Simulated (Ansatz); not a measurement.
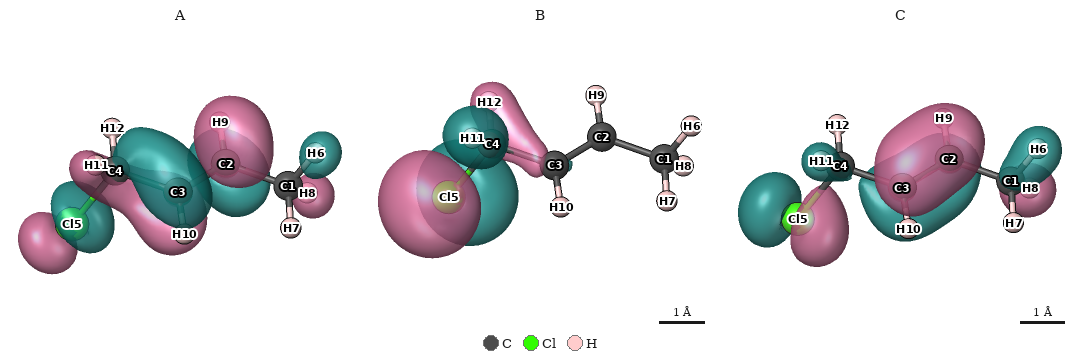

Figure. C4H7Cl (SMILES C/C=C/CCl). Three frontier orbitals at ±0.1 Å⁻³ᐟ² (teal and pink are the two phases), in no order.

Not at a stationary point (largest force 1.4 eV/Å).

Level of theory: Ansatz, SCF blyp, Gaussian basis.

```csv
atom,x (Å),y (Å),z (Å)
C,-1.9702,0.0658,-0.1643
C,-0.5476,-0.3873,-0.2324
C,0.4830,0.3004,0.2856
C,1.9103,-0.1427,0.2244
Cl,2.8708,1.0617,-0.6584
H,-2.5736,-0.6800,0.3619
H,-2.0760,1.0215,0.3587
H,-2.3722,0.1834,-1.1752
H,-0.3698,-1.3305,-0.7450
H,0.2970,1.2435,0.7957
H,2.3219,-0.2317,1.2338
H,2.0263,-1.1040,-0.2848
```

Which picture is the HOMO−1, the HOMO and the LUMO?

Answer. B is the HOMO−1 (−6.36 eV). Its weight (Hirshfeld) is mainly on Cl5 (about 85 %) and C4 (about 10 %); largely a lone pair of Cl5. C is the HOMO (−5.86 eV). Its weight (Hirshfeld) is mainly on C3 (about 30 %), C2 (about 30 %) and Cl5 (about 20 %); π-bonding across C3–C2. A is the LUMO (−0.66 eV). It lies mainly on C2 (about 35 %), C3 (about 30 %), Cl5 (about 10 %) and C4 (about 10 %); π-antibonding (π*) across C2–C3.

What is the HOMO–LUMO gap?

Answer. 5.20 eV between the orbital energies.
